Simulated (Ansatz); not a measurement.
# AlNH2Cl (SMILES [NH2][Al][Cl]): UCCSD/aug-cc-pVDZ

Aim: the vertical electron affinity of AlNH2Cl at UCCSD/aug-cc-pVDZ, from 2 runs. 

The calculation is run with Ansatz 0.2.0.

71 further runs of the same task are left out: 71 set aside as unsound or not needed.

## (1) The structure to begin with

AlNH2Cl has 5 atoms, charge 0, and is taken as a doublet. As SMILES, `[NH2][Al][Cl]`. The shape is that of a PBE0-D4/def2-TZVP optimisation. This is one conformer, not always the lowest.

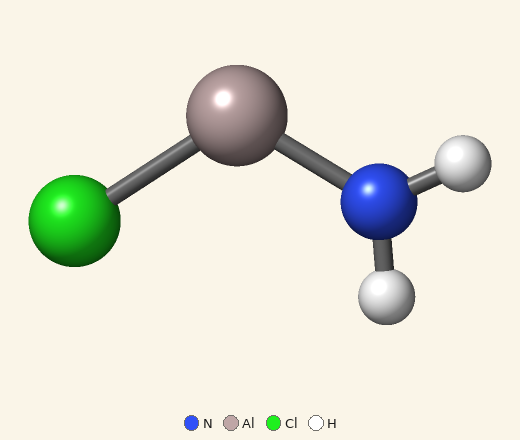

The structure, seen from a chosen angle (nitrogen blue, aluminium light grey, chlorine green, hydrogen white).

## (2) A single-point energy at UCCSD/aug-cc-pVDZ

Input file in.yaml:

```yaml
crystal:
  periodic: [false, false, false]
  atoms:
    - {symbol: N, position_ang: [-0.549400, 0.461700, -0.232000]}
    - {symbol: Al, position_ang: [0.402600, -0.291600, 1.049100]}
    - {symbol: Cl, position_ang: [1.907000, -1.649700, 0.440800]}
    - {symbol: H, position_ang: [-1.293600, 1.123300, -0.083500]}
    - {symbol: H, position_ang: [-0.416600, 0.282700, -1.215900]}
basis:
  gaussian:
    orbitals: aug-cc-pVDZ
scf:
  omitted_lower_state_checks: [cluster_reference, increment]
accuracy: high
magnetization:
  spin_polarized: true
  initial_magnetization: 1
correlation:
  method: ccsd
  frozen_orbitals: {Al: 5, Cl: 5, H: 0, "N": 1}
```

On the command line:

```sh
$ ansatz run in.yaml --threads 1 --pin off --max-ram 3480MiB --events-out events.jsonl --progress --plain --runs-dir runs
```

Log, cut to the lines that bear on the results:

```text
Warning: RAYON_NUM_THREADS=1 ignored (pool sized by the plan → 1); use --threads N
Functional definition: HF
  name "HF"
[...]
1868 factors; integrals over basis functions are off by at most 3.7e-9 eV
[...]
mean field -20602.58395692 eV, -757.1309954838 hartree, gradient 2.4e-8 eV, S^2 0.752827; 0 other end points of the search recorded, 0 dependent functions left out
11 core orbitals not correlated: weight in the atoms' cores, before any rotation towards them, 1.000 or more for the frozen orbitals, at most 0.000 for the correlated occupied ones
reference -20602.58395692 eV, -757.1309954838 hartree; 9, 8 occupied and 75, 76 virtual orbitals, 1868 factors
second order -10.19254116 eV of doubles, -0.00000000 eV of singles
cycle   1  -10.60081546 eV  change   -4.1e-1 eV  update   7.1e-2
[...]
cycle  23  -10.87128850 eV  change  -3.2e-10 eV  update  9.1e-10
Total energy: -20613.45524541 eV, -757.5305079672 hartree
Checks for a lower state left out: cluster_reference, increment
```

Wall time 61 s (1 thread of Arm Neoverse N1, shared host); peak memory 1 GiB.

## (3) The singlet anion

Input file molecule.yaml:

```yaml
crystal:
  periodic: [false, false, false]
  atoms:
    - {symbol: N, position_ang: [-0.549400, 0.461700, -0.232000]}
    - {symbol: Al, position_ang: [0.402600, -0.291600, 1.049100]}
    - {symbol: Cl, position_ang: [1.907000, -1.649700, 0.440800]}
    - {symbol: H, position_ang: [-1.293600, 1.123300, -0.083500]}
    - {symbol: H, position_ang: [-0.416600, 0.282700, -1.215900]}
basis:
  gaussian:
    orbitals: aug-cc-pVDZ
total_charge: -1
correlation:
  method: ccsd
  frozen_orbitals: {Al: 5, Cl: 5, H: 0, "N": 1}
accuracy: high
scf:
  omitted_lower_state_checks: [cluster_reference, increment]
```

On the command line:

```sh
$ ansatz run molecule.yaml --threads 1 --pin off --max-ram 3480MiB --events-out events.jsonl --progress --plain --runs-dir runs
```

Log, cut to the lines that bear on the results:

```text
Warning: RAYON_NUM_THREADS=1 ignored (pool sized by the plan → 1); use --threads N
[... 2 set-up lines as earlier in the session ...]
[...]
1868 factors; integrals over basis functions are off by at most 3.7e-9 eV
[...]
mean field -20602.73974243 eV, -757.1367204957 hartree, gradient 4.0e-8 eV, S^2 0.000000; 0 other end points of the search recorded, 0 dependent functions left out; unrestricted orbitals would lower it
11 core orbitals not correlated: weight in the atoms' cores, before any rotation towards them, 1.000 or more for the frozen orbitals, at most 0.000 for the correlated occupied ones
reference -20602.73974243 eV, -757.1367204957 hartree; 9, 9 occupied and 75, 75 virtual orbitals, 1868 factors
second order -11.05332355 eV of doubles, -0.00000000 eV of singles
cycle   1  -11.50656976 eV  change   -4.5e-1 eV  update   9.0e-2
[...]
cycle  28  -11.84103219 eV  change  -7.8e-10 eV  update   1.3e-9
Total energy: -20614.58077461 eV, -757.5718704023 hartree
Checks for a lower state left out: cluster_reference, increment
```

Run time: 24 s. Hardware: 1 thread of Arm Neoverse N1, shared host; peak memory 0.58 GiB.

## (4) Summary of results

Level: UCCSD/aug-cc-pVDZ, 11 core orbitals frozen.

| quantity | value |
| --- | --- |
| doublet AlNH2Cl: total energy | -757.53051 Eh |
| doublet AlNH2Cl: correlation energy (11 core orbitals frozen) | -399.5 mEh |
| doublet AlNH2Cl: ⟨S²⟩ of the reference determinant | 0.753 |
| doublet AlNH2Cl: T1 diagnostic | 0.014 |
| singlet anion: total energy | -757.57187 Eh |
| singlet anion: correlation energy (11 core orbitals frozen) | -435.1 mEh |
| singlet anion: T1 diagnostic | 0.017 |
| vertical electron affinity (to the singlet anion) | 1.126 eV |

What this shows: At fixed nuclei the extra electron is bound by 1.13 eV (26 kcal/mol). The restricted solution (singlet anion) is unstable to spin breaking: an unrestricted one lies lower.
